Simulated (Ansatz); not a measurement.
# GePH (triplet): one geometry, many settings

What do other methods and options give for GePH (triplet) at this geometry, and how long do they take?

The runs use Ansatz 0.2.0, Gaussian basis; the settings change from run to run.

17 further runs of the same task are left out: 4 that didn't finish, 13 set aside as unsound or not needed.

**1. The geometry**

The geometry is a PBE0/def2-TZVP stationary point (not a proven minimum). No spin-orbit coupling is included. The filled d shell of Ge may be among the frozen orbitals whatever the setting's name suggests; the logs give the count.

3 atoms, charge 0, spin multiplicity 3.

Atoms are counted from 1 here; the program's logs count them from 0.

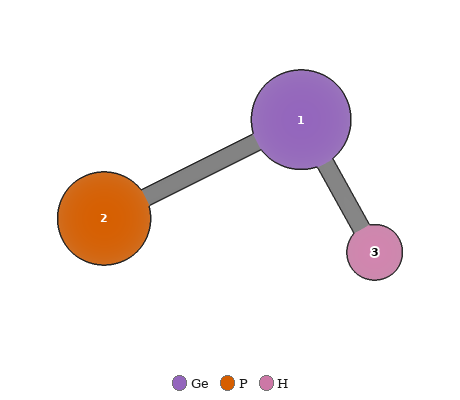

The geometry (germanium purple, phosphorus orange, hydrogen pink); atoms are numbered from 1 in the order of the file.

Geometry (Å):

```xyz
3
GeHP
Ge    0.0000   -0.0317    0.6858
P     0.0000    0.0234   -1.6341
H     0.0000    1.5630    0.7900
```

**2. CISD/def2-SVP**

Input file in.yaml:

```yaml
crystal:
  periodic: [false, false, false]
  atoms:
    - {symbol: Ge, position_ang: [0.000000, -0.031660, 0.685831]}
    - {symbol: P, position_ang: [0.000000, 0.023387, -1.634127]}
    - {symbol: H, position_ang: [0.000000, 1.562951, 0.790027]}
basis:
  gaussian: {orbitals: def2-SVP, point_charges: [{charge: 1.00, position_ang: [2.620, -0.944, -0.930]}]}
magnetization: {spin_polarized: false, initial_magnetization: 2}
correlation: {active_space: {ras: {orbitals: [4, 2, 30], electrons: 10, max_holes: 2, max_particles: 2}, fixed_orbitals: true}}
accuracy: high
```

Command:

```
> ansatz run in.yaml --threads 1 --pin off --events-out ev --progress --plain --max-ram 2393MiB
```

Output:

```text
Functional definition: HF
  name "HF"
  cite "Fock, Z. Phys. 61, 126 (1930) doi:10.1007/BF01340294"
  parent pbe
  exchange = exact_x
  correlation = 0
970 factors; integrals over basis functions are off by at most 4.4e-9 eV
mean field evaluation 1: about -65748.4333 eV, gradient 1.1e1 eV
mean field evaluation 2: about -65748.4623 eV, gradient 1.1e1 eV
mean field evaluation 4: about -65749.4048 eV, gradient 1.7e0 eV
mean field evaluation 8: about -65749.4447 eV, gradient 3.1e-1 eV
mean field evaluation 16: about -65749.4312 eV, gradient 3.9e-1 eV
mean field evaluation 32: about -65745.6124 eV, gradient 1.5e1 eV
mean field evaluation 64: about -65749.6334 eV, gradient 3.4e-1 eV
mean field -65749.63774355 eV, -2416.2546203705 hartree, gradient 2.5e-8 eV, S^2 2.000000; 7 other end points of the search recorded, 0 dependent functions left out
reference -65749.63774355 eV, -2416.2546203705 hartree; 25, 23 occupied and 30, 32 virtual orbitals, 970 factors
state -65754.49212715 eV, -2416.4330156773 hartree
Total energy: -65754.49212715 eV, -2416.4330156773 hartree
```

Run time: 3.8 s. Hardware: 1 thread of Arm Neoverse V2, shared host.

From the report: 129,456 determinants.

**3. CCSDT(Q) on UHF/cc-pVDZ**

Input file in.yaml:

```yaml
crystal:
  periodic: [false, false, false]
  atoms:
    - {symbol: Ge, position_ang: [0.000000, -0.031660, 0.685831]}
    - {symbol: P, position_ang: [0.000000, 0.023387, -1.634127]}
    - {symbol: H, position_ang: [0.000000, 1.562951, 0.790027]}
basis:
  gaussian: {orbitals: cc-pVDZ}
magnetization: {spin_polarized: true, initial_magnetization: 2}
correlation: {method: ccsdt_q, electrons: outside_noble_gas, diis_vectors: 2}
accuracy: high
```

Same command.

Output, cut to the lines that bear on the results:

```text
Functional definition: HF
  name "HF"
  cite "Fock, Z. Phys. 61, 126 (1930) doi:10.1007/BF01340294"
  parent pbe
[...]
1006 factors; integrals over basis functions are off by at most 4.4e-9 eV
[...]
mean field -65759.09765223 eV, -2416.6022656023 hartree, gradient 2.5e-8 eV, S^2 2.226599; 24 other end points of the search recorded, 0 dependent functions left out
determinant -65759.09765223 eV, -2416.6022656023 hartree, with singles and doubles -65764.12729325 eV, -2416.7871015006 hartree
determinant -65758.50694576 eV, -2416.5805575398 hartree, with singles and doubles -65763.72507698 eV, -2416.7723203253 hartree
determinant -65758.25882684 eV, -2416.5714393376 hartree, with singles and doubles -65763.57853869 eV, -2416.7669351424 hartree
determinant -65758.19271992 eV, -2416.5690099531 hartree, with singles and doubles -65763.71150847 eV, -2416.7718216917 hartree
[...]
determinant -65758.16919044 eV, -2416.5681452606 hartree, with singles and doubles -65763.72121427 eV, -2416.7721783731 hartree
determinant -65759.06844119 eV, -2416.6011921162 hartree, with singles and doubles -65764.15644210 eV, -2416.7881727010 hartree
determinant -65759.06844119 eV, -2416.6011921162 hartree, with singles and doubles -65764.15781812 eV, -2416.7882232689 hartree
[...]
19 core orbitals not correlated: weight in the atoms' cores, before any rotation towards them, 0.999 or more for the frozen orbitals, at most 0.000 for the correlated occupied ones
reference -65759.06844119 eV, -2416.6011921162 hartree; 6, 4 occupied and 25, 27 virtual orbitals, 1006 factors
second order -4.05883251 eV of doubles, -0.00000000 eV of singles
cycle   1  -4.76022134 eV  change   -7.0e-1 eV  update   8.7e-2
[...]
cycle  70  -5.28544349 eV  change   3.4e-10 eV  update  5.9e-10
perturbative correction -0.01121205 eV, -0.0004120351 hartree
Total energy: -65764.36509673 eV, -2416.7958406170 hartree
```

Run time: 45 s. Hardware: 1 thread of Arm Neoverse V2, shared host.

From the report: ⟨S²⟩ of the determinant 2.019 (pure triplet: 2.00); correlation -5.2967 eV; T1 0.030; largest double amplitude 0.06.

**4. CCSDT(Q) on UHF/6-31G**

in.yaml, as its differences from that of step 3:

```diff
@@ -7,5 +7,4 @@
 basis:
-  gaussian: {orbitals: cc-pVDZ}
+  gaussian: {orbitals: 6-31G}
 magnetization: {spin_polarized: true, initial_magnetization: 2}
-correlation: {method: ccsdt_q, electrons: outside_noble_gas, diis_vectors: 2}
-accuracy: high
+correlation: {method: ccsdt_q, electrons: outside_noble_gas}
```

The command is unchanged.

Output, cut to the lines that bear on the results:

```text
Functional definition: HF
  name "HF"
  cite "Fock, Z. Phys. 61, 126 (1930) doi:10.1007/BF01340294"
  parent pbe
[...]
753 factors; integrals over basis functions are off by at most 4.4e-8 eV
[...]
mean field -65749.50207721 eV, -2416.2496347241 hartree, gradient 5.7e-6 eV, S^2 2.215843; 25 other end points of the search recorded, 0 dependent functions left out
determinant -65749.50207721 eV, -2416.2496347241 hartree, with singles and doubles -65751.88882150 eV, -2416.3373459591 hartree
determinant -65749.10659049 eV, -2416.2351008553 hartree, with singles and doubles -65751.77593752 eV, -2416.3331975493 hartree
determinant -65748.65251116 eV, -2416.2184137477 hartree, with singles and doubles -65751.76474082 eV, -2416.3327860784 hartree
determinant -65748.63580394 eV, -2416.2177997689 hartree, with singles and doubles -65751.79558284 eV, -2416.3339195014 hartree
[...]
determinant -65748.63580394 eV, -2416.2177997689 hartree, with singles and doubles -65751.80888754 eV, -2416.3344084404 hartree
determinant -65749.47545185 eV, -2416.2486562603 hartree, with singles and doubles -65751.90611615 eV, -2416.3379815258 hartree
determinant -65749.47545185 eV, -2416.2486562603 hartree, with singles and doubles -65751.91553300 eV, -2416.3383275887 hartree
19 core orbitals not correlated: weight in the atoms' cores, before any rotation towards them, 0.998 or more for the frozen orbitals, at most 0.001 for the correlated occupied ones
reference -65749.47545185 eV, -2416.2486562603 hartree; 6, 4 occupied and 19, 21 virtual orbitals, 753 factors
second order -1.78132206 eV of doubles, -0.00000000 eV of singles
cycle   1  -2.17126192 eV  change   -3.9e-1 eV  update   7.6e-2
[...]
cycle  22  -2.51436135 eV  change    1.8e-7 eV  update   8.5e-7
perturbative correction -0.00424115 eV, -0.0001558592 hartree
Total energy: -65751.99405434 eV, -2416.3412131948 hartree
```

Wall time 23 s (1 thread of Arm Neoverse V2, shared host).

From the report: ⟨S²⟩ of the determinant 2.017 (pure triplet: 2.00); correlation -2.5186 eV; T1 0.034; largest double amplitude 0.07.

**5. CCSDT(Q)/B/cc-pVDZ**

Input file in.yaml:

```yaml
crystal:
  periodic: [false, false, false]
  atoms:
    - {symbol: Ge, position_ang: [0.000000, -0.031660, 0.685831]}
    - {symbol: P, position_ang: [0.000000, 0.023387, -1.634127]}
    - {symbol: H, position_ang: [0.000000, 1.562951, 0.790027]}
basis:
  gaussian: {orbitals: cc-pVDZ}
magnetization: {spin_polarized: false, initial_magnetization: 2}
hamiltonian: {xc: {name: PBE}}
correlation: {method: ccsdt_q_b, electrons: outside_noble_gas}
scf: {lower_state_search: off}
output: {forces: true}
```

Same command.

Output, cut to the lines that bear on the results:

```text
Functional definition: PBE
  name "PBE"
  cite "Perdew, Burke & Ernzerhof, Phys. Rev. Lett. 77, 3865 (1996) doi:10.1103/PhysRevLett.77.3865"
  parent pbe
[...]
976 factors; integrals over basis functions are off by at most 1.9e-7 eV
[...]
mean field -65806.98230122 eV, -2418.3619939951 hartree, gradient 1.2e-6 eV, S^2 2.000000; 0 other end points of the search recorded, 0 dependent functions left out
19 core orbitals not correlated: weight in the atoms' cores, before any rotation towards them, 0.999 or more for the frozen orbitals, at most 0.000 for the correlated occupied ones
reference -65758.03374318 eV, -2416.5631676657 hartree; 6, 4 occupied and 25, 27 virtual orbitals, 976 factors
second order -4.62143447 eV of doubles, -0.40054320 eV of singles
cycle   1  -5.47036292 eV  change   -4.5e-1 eV  update   8.6e-2
[...]
cycle  26  -5.97893737 eV  change    4.4e-8 eV  update   1.2e-7
perturbative correction -0.01438341 eV, -0.0005285805 hartree
[...]
Total energy: -65764.02706396 eV, -2416.7834181420 hartree
Atom 0 at     0.000000    -0.031660     0.685831 Å, force     0.000000    -0.079371     0.590536 eV/Å
Atom 1 at     0.000000     0.023387    -1.634127 Å, force     0.000000    -0.025317    -0.656885 eV/Å
Atom 2 at     0.000000     1.562951     0.790027 Å, force    -0.000000     0.104687     0.066349 eV/Å
Dipole moment:     0.000000     0.009180     0.101806 e Å
Checks for a lower state left out: starts, cluster_reference, orbital_swaps, neighbouring_geometries, increment
```

It took 98 s on 1 thread of Arm Neoverse V2, shared host; peak memory 1.1 GiB.

From the report: correlation -5.9933 eV; T1 0.035; largest double amplitude 0.06. The orbitals are Kohn-Sham ones, so correlation energy and T1 don't compare with those on Hartree-Fock orbitals.

**6. All runs side by side**

Where basis and cores are those of an earlier UCCSDT(Q)/cc-pVDZ run (-65764.3651 eV), and the state is the same kind, the miss against it is given.

```csv
level,correlated,functions,energy (eV),from UCCSDT(Q) (meV),time
CISD/def2-SVP (beside a point charge),outside noble gas,55,-65754.4921,,3.8 s
CCSDT(Q) on UHF/cc-pVDZ,outside noble gas,50,-65764.3651,0.0,45 s
CCSDT(Q) on UHF/6-31G,outside noble gas,44,-65751.9941,,23 s
CCSDT(Q)/B/cc-pVDZ (on PBE orbitals),outside noble gas,50,-65764.0271,338.0,98 s
```

**7. Summary of results**

| quantity | value |
| --- | --- |
| runs | 4 |
| quickest | CISD/def2-SVP (beside a point charge), 3.8 s |
| slowest | CCSDT(Q)/B/cc-pVDZ (on PBE orbitals), 98 s |

Total energies in different bases, with other cores or another treatment of relativity can't be set against each other. CCSDT(Q)/B/cc-pVDZ (on PBE orbitals) took 26 times as long as CISD/def2-SVP (beside a point charge); the jobs differ in more than the method. Among the correlated runs with a miss given, it spans -0 to +338 meV. Cores frozen from Kohn-Sham orbitals shift the total energy.
